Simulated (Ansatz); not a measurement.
```xyz
10

N    -1.3523    0.6660    1.0062
Hf    0.2601    0.4461   -0.2143
N     1.1816   -1.2787    0.3585
O    -0.4198    0.3683   -2.0227
F     1.5591    1.8572   -0.0203
H    -2.3170    0.6480    0.7073
H    -1.3213    0.9189    1.9841
H     0.7600   -2.0100    0.9125
H     2.1357   -1.5386    0.1506
H    -0.4860   -0.0773   -2.8619
```

Geometry: PBE0-D4/def2-TZVP; core potentials replace the inner electrons of Hf.

Method: RKS PBE0-D4/def2-TZVPP in Ansatz 0.2.0.

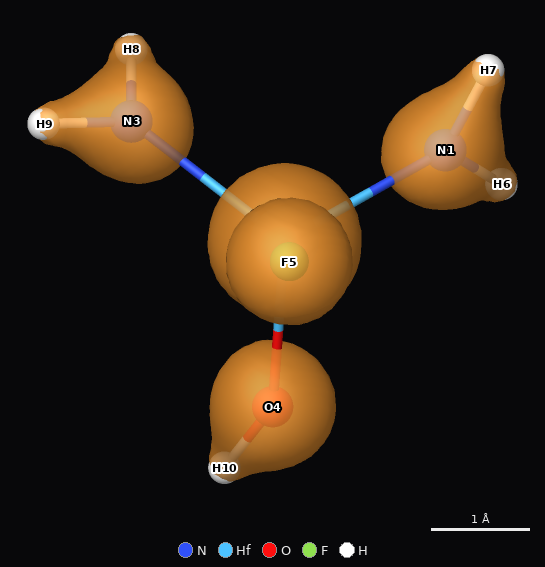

FH₅HfN₂O (SMILES [NH2][Hf]([NH2])([OH])[F]). Isosurface of the electron density at 1.5 e/Å³ (orange), seen across its widest extent.

Which contacts does the surface bridge?

Answer. At this value the surface falls into five separate pieces. It bridges the sampled O–H (0.95 Å) contacts, where the density stays above the isovalue. It is pinched off along the sampled Hf–F (1.93 Å), Hf–O (1.93 Å) and Hf–N (2.03 Å) contacts. On the grid the lowest density along these lines, outside the cores, is 0.85 e/Å³ (Hf–F, 1.93 Å), 0.86 e/Å³ (Hf–O, 1.93 Å), 0.8 e/Å³ (Hf–N, 2.03 Å) and 2.5 e/Å³ (O–H, 0.95 Å).
